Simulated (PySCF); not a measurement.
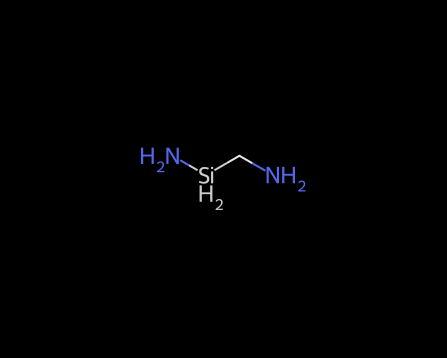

The computed structure is the end point of a PBE0-D3(BJ)/def2-SVP optimisation. No frequency run is at hand to confirm it as a minimum. Properties computed with B3LYP/def2-SVPD, gas phase (PySCF 2.14.0). Excitations: vertical, linear response.

Computed properties:

The species is CH₈N₂Si (`NC[SiH2]N`).
- dipole moment: 1.72 D
- HOMO energy (Kohn–Sham orbital): −6.22 eV
- LUMO energy (Kohn–Sham orbital): 0.02 eV
- HOMO–LUMO gap: 6.24 eV
- mean static polarisability: 59.9 bohr³
- lowest vertical singlet excitation: 5.39 eV
- its oscillator strength: 0.010
- brightest of the 10 lowest singlets: 7.61 eV
- its oscillator strength: 0.08
